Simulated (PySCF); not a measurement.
**C$_{3}$H$_{2}$FN$_{2}$S (doublet): density, localisation and related maps**

```tsv
atom	x (Å)	y (Å)	z (Å)
F	-2.2476	0.5379	0.3662
C	-1.4555	-0.4417	-0.0798
C	-0.0935	-0.2758	-0.1062
C	0.6462	0.8955	0.3111
N	1.9274	0.7732	0.1742
S	2.2589	-0.7136	-0.4439
N	0.7449	-1.2386	-0.5497
H	-1.9774	-1.3271	-0.3987
H	0.2102	1.7963	0.7016
```

Geometry: GFN2-xTB.

Method: UKS B3LYP, pcH-1 on C F H N S, non-relativistic, mean-field spin-orbit, GIAO (PySCF 2.14.0, density-fitted response routines).

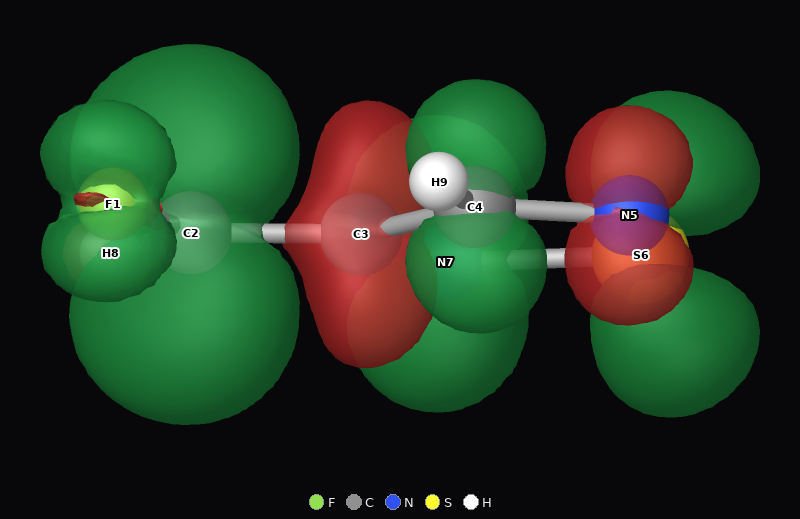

Figure 1. Isosurfaces of the spin density (α minus β) at +0.015 (green) and −0.015 e/Å³ (red), seen from one side.

### Which atoms carry the spin?

The unpaired spin (1 electron) lies mostly on C2 (about 0.5), N7 (about 0.2), S6 (about 0.1) and F1 (about 0.1), in electrons by Hirshfeld's partition, with opposite, polarisation-induced spin on N5.

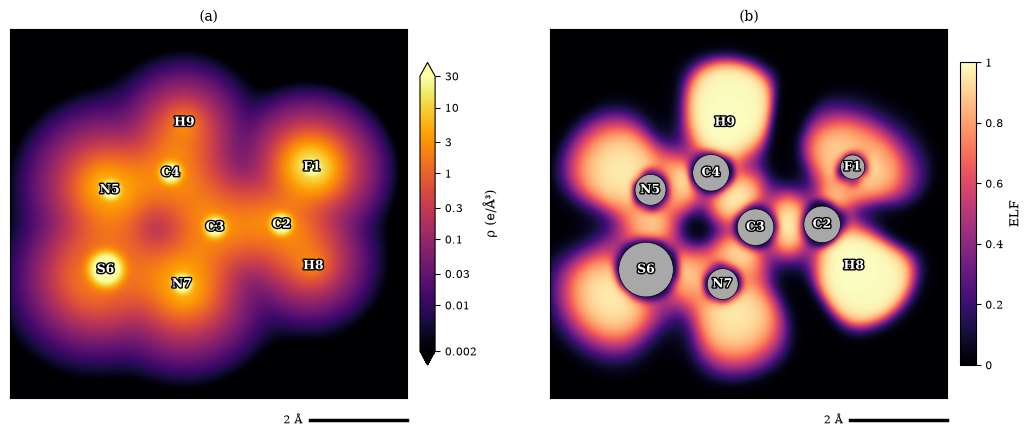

Figure 2. (a) electron density; (b) ELF on the molecular plane. Grey discs cover the atomic cores in the ELF map.

### Interpret the plot.

Atoms in the plane: F, C, N, S and H.
C–N (1.29 Å): ρ at the midpoint is about 2.7 e/Å³; the ELF peaks at about 0.90 between the atoms: a covalent bond.
C–F (1.34 Å): ρ is about 2.3 e/Å³ halfway; the ELF peaks at about 0.85 between the atoms: a polar covalent bond.
C–C (1.37 Å): ρ is about 2.2 e/Å³ halfway; the ELF peaks at about 0.95 between the atoms, as expected for a covalent bond.
S–N (1.61 Å): the density is about 1.7 e/Å³ at the midpoint; the ELF peaks at about 0.85 between the atoms (localised, covalent bonding).
C–H (1.07 Å): ρ at the midpoint is about 2.1 e/Å³; the ELF climbs to about 1 towards the hydrogen, as it does in any bond to H (a covalent bond by its length).
The ELF also peaks beside N7, S6, N5 and F1, away from the bonds: non-bonding electrons, paired or unpaired.

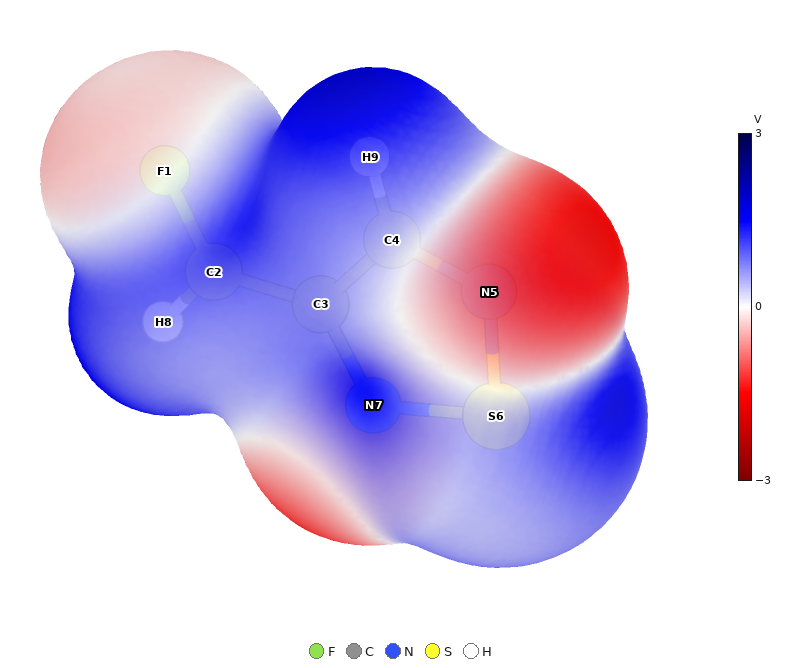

Figure 3. The electrostatic potential painted on the density surface at 0.004 e/bohr³, seen at a tilt; the colour scale runs from red (negative) to blue (positive).

### Describe the electrostatic potential map.

The most negative region (about −1.6 V, or −37 kcal/mol for a unit charge) lies over N5, the most positive (about +2.0 V, or +46 kcal/mol for a unit charge) over H8. N5 is the likeliest acceptor of a hydrogen bond.
